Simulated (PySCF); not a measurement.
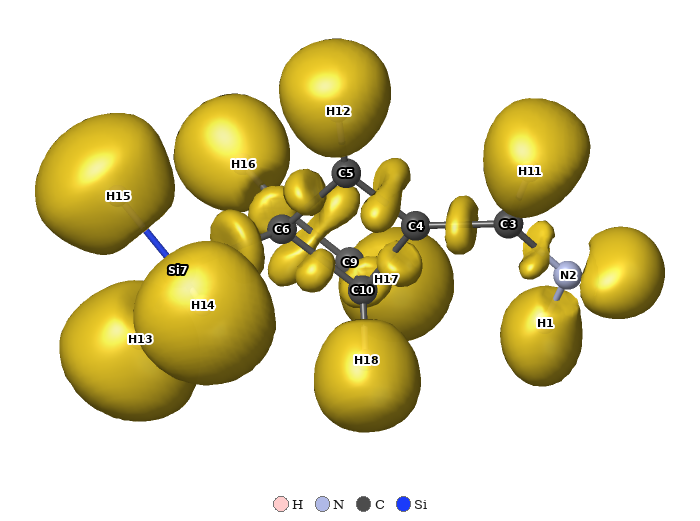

The picture shows: C₇H₉NSi. Isosurface of the electron localisation function at 0.85 (yellow), seen from one side. Only the valence region is drawn (cores and ρ < 0.01 e/Å³ removed).

Geometry: GFN2-xTB.

Theory: PySCF, PBE0/pcSseg-1, SCF density, gas phase, non-relativistic.

Input

```
{"job": {"kind": "nmr", "xc": "PBE0", "basis": "pcSseg-1"}, "charge": 0, "multiplicity": 1}
H      2.625147    -1.698205     1.062703
N      3.254437    -0.994398     0.673814
C      2.659114    -0.031255     0.112436
C      1.236974     0.155641    -0.029879
C      0.447567     1.025306    -0.683341
C     -0.833701     0.360880    -0.259534
Si    -2.178330     1.364735     0.605337
C     -1.206058    -0.801752    -1.157724
C     -0.452215    -1.680439    -0.505328
C      0.075151    -0.675120     0.485620
H      3.286091     0.744050    -0.323111
H      0.625403     1.866313    -1.327651
H     -3.143420     0.429721     1.182283
H     -1.538082     2.169990     1.645824
H     -2.819032     2.225087    -0.390422
H     -1.830015    -0.835608    -2.030616
H     -0.232867    -2.725805    -0.618860
H      0.015077    -0.892824     1.546793
```

Run with:

```sh
OMP_NUM_THREADS=1 python probes_run.py task.json out
```

Where are the electrons localised?

The ELF exceeds this value in eight regions between bonded C–C atoms (shared pairs), one region between bonded C–N atoms (shared pairs), one region between bonded C–Si atoms (shared pairs), nine regions around hydrogen nuclei and one lobe on N, pointing away from the bonds (lone pairs). Profiles from the grid: C–N (1.26 Å): the ELF peaks at about 0.90 between the atoms: a multiple bond. C–C (1.33 Å): the ELF peaks at about 0.90 between the atoms; a multiple bond.
